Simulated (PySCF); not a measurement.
C₂H₄F₃N (SMILES NCC(F)(F)F)

Input file:

```
{"job": {"kind": "nmr", "xc": "PBE0", "basis": "pcSseg-1", "pop": false}, "charge": 0, "multiplicity": 1}
N     -1.394400    -0.021200     0.100900
C     -0.086700     0.592400     0.062600
C      0.976700    -0.498300     0.069500
F      0.861200    -1.313800    -0.990700
F      2.212600     0.025400     0.011300
F      0.935700    -1.269100     1.157100
H     -2.121900     0.681100     0.135800
H     -1.547500    -0.607400    -0.712200
H      0.118500     1.221400    -0.821400
H      0.054700     1.194100     0.964500
```

Command:

```sh
OMP_NUM_THREADS=1 python probes_run.py task.json out
```

Geometry: GFN2-xTB, NEB image 0 of 0 to 8.

Computed with PySCF 2.14.0, PBE0/pcSseg-1, SCF density, gas phase, non-relativistic.

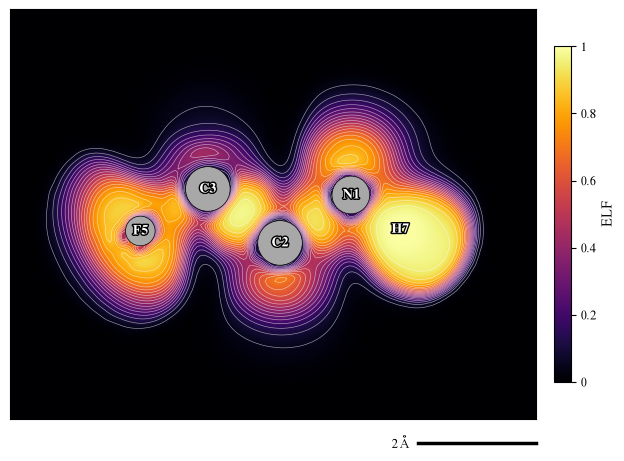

Figure 1. Electron localisation function on the plane of atoms C2, N1 and H7. Grey discs cover the atomic cores.

What do the fields say about this system?

- The plane passes through N, C, F and H nuclei.
- C–F (1.34 Å): the ELF peaks at about 0.85 between the atoms (a polar covalent bond).
- C–N (1.45 Å): the ELF peaks at about 0.95 between the atoms (a shared electron pair).
- C–C (1.52 Å): the ELF peaks at about 1 between the atoms; a covalent bond.
- N–H (1.01 Å): the ELF climbs to about 1 towards the hydrogen, as it does in any bond to H; a covalent bond by its length.
- The ELF also peaks beside F5, away from the bonds: lone-pair regions.

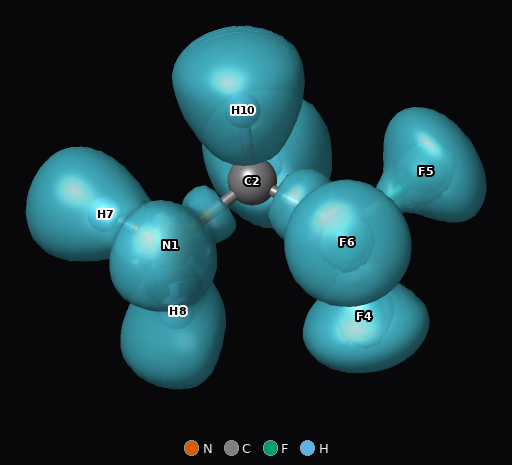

Figure 2. Isosurface of the ELF at 0.75 (cyan), seen at a tilt. Core shells and regions of very low density are left out.

What do the ELF domains correspond to?

At this value the surface marks out one region between bonded C–C atoms (shared pairs), two regions around hydrogen nuclei, three regions on F in which the atom's valence shell and bonds are merged and one joined region spread over several atoms (H, N), in which their bonds and any lone pairs are merged. Along the contacts the grid gives the following. C–F (1.33 Å): the ELF peaks at about 0.85 between the atoms: a polar covalent bond.

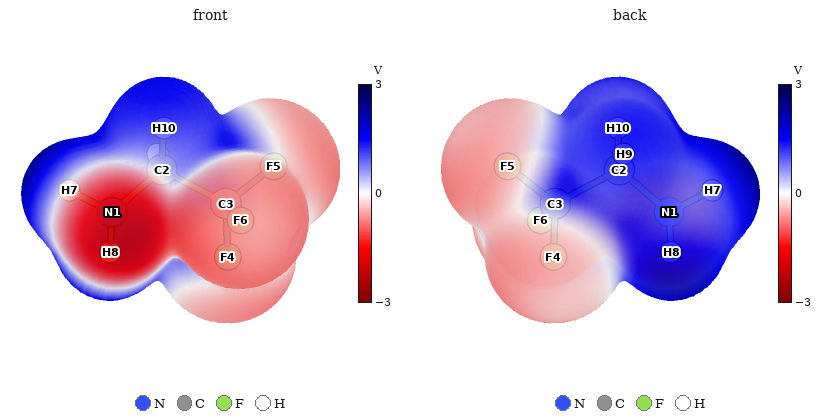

Figure 3. The molecular electrostatic potential painted on the density surface at 0.004 e/bohr³, seen from the front and from behind; the colour scale runs from red (negative) to blue (positive).

Which sites attract a positive test charge, and which a negative one?

A positive charge is drawn to the negative regions and a negative charge to the positive ones. The most negative region (about −2.0 V) lies over N1, the most positive (about +2.3 V) over H7. N1 is the likeliest acceptor of a hydrogen bond.
